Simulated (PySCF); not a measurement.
## Electronic structure of C$_{5}$H$_{11}$AlF$_{3}$N in real space

Input

```
{"job": {"kind": "nmr", "xc": "PBE0", "basis": "pcSseg-1"}, "charge": 0, "multiplicity": 1}
N      2.689593    -0.049371     0.104896
Al     1.004725    -1.152493     0.498887
C     -0.370807     0.361036     0.028137
C     -0.278933     1.681569     0.736706
F      0.684404     1.639709     1.716850
F     -1.420035     2.059818     1.381805
C     -1.002012     0.408744    -1.383267
C     -1.904741    -0.766225    -0.984212
C     -1.488116    -0.577923     0.463140
F     -0.884692    -1.755249     1.013896
H      2.781395     0.668972     0.820160
H      2.808046     0.376631    -0.810375
H      3.437500    -0.720531     0.244033
H      1.116432    -2.143971    -0.698515
H      1.450631    -1.412895     1.967114
H     -0.001773     2.510318     0.064326
H     -1.561849     1.323635    -1.580801
H     -0.321194     0.213802    -2.211923
H     -2.967167    -0.664338    -1.193439
H     -1.540410    -1.718984    -1.365444
H     -2.239917    -0.265312     1.187555
```

Run with:

```sh
OMP_NUM_THREADS=1 python probes_run.py task.json out
```

Geometry: GFN2-xTB.

Level of theory: PBE0/pcSseg-1, SCF density, gas phase, non-relativistic (PySCF 2.14.0).

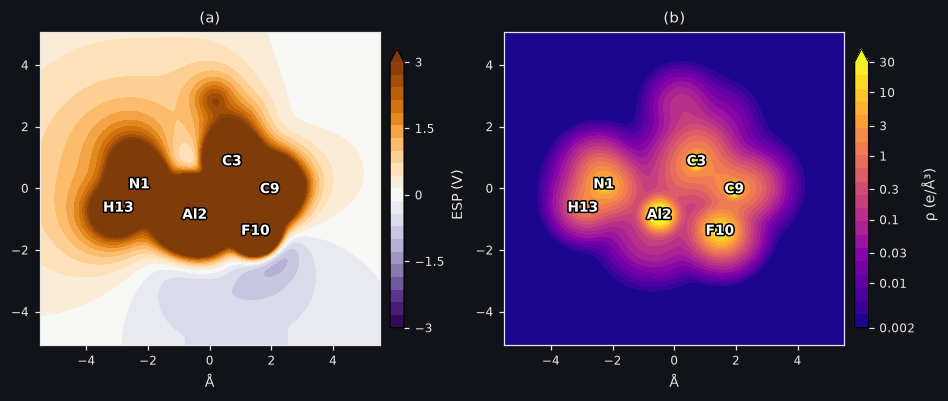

Figure 1. (a) electrostatic potential; (b) total electron density on the plane of atoms Al2, C3 and C9.

Q: What do the fields say about this system?

A: Atoms in the plane: N, Al, C, F and H. C–C (1.52 Å): the density is about 1.7 e/Å³ at the midpoint. Al–F (2.05 Å): the density is about 0.3 e/Å³ at the midpoint. Al–N (2.05 Å): the density is about 0.47 e/Å³ at the midpoint. C–Al (2.10 Å): ρ is about 0.55 e/Å³ halfway. N–H (1.01 Å): ρ is about 2.9 e/Å³ halfway. Outside the dense part of the molecule the potential is most negative (−1.1 V) near F10.

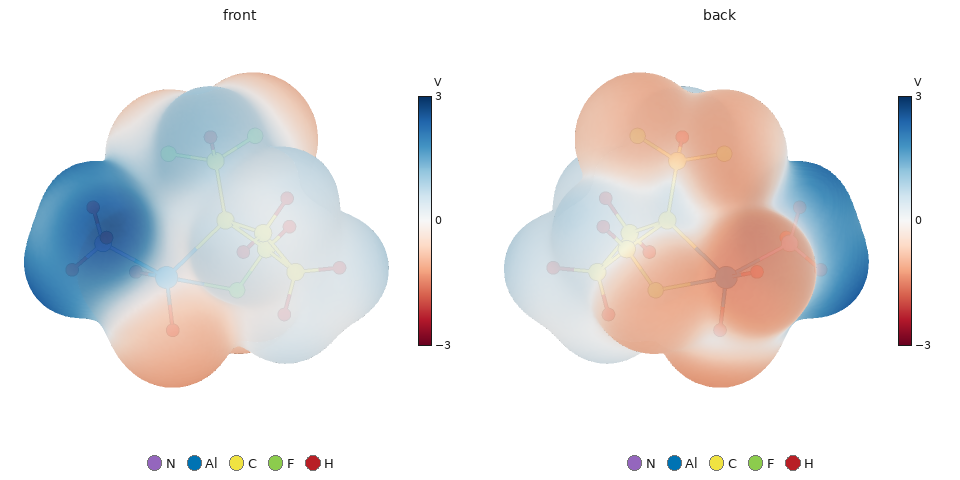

Figure 2. The molecular electrostatic potential painted on the density surface at 0.002 e/bohr³, seen from the front and from behind; red is negative and blue positive.

Q: Where is the surface potential most negative and most positive?

A: The most negative region (about −1.4 V) lies over H15, the most positive (about +2.5 V) over H12.

Q: How polar is the molecule by this calculation?

A: Its dipole moment is 4.64 D.
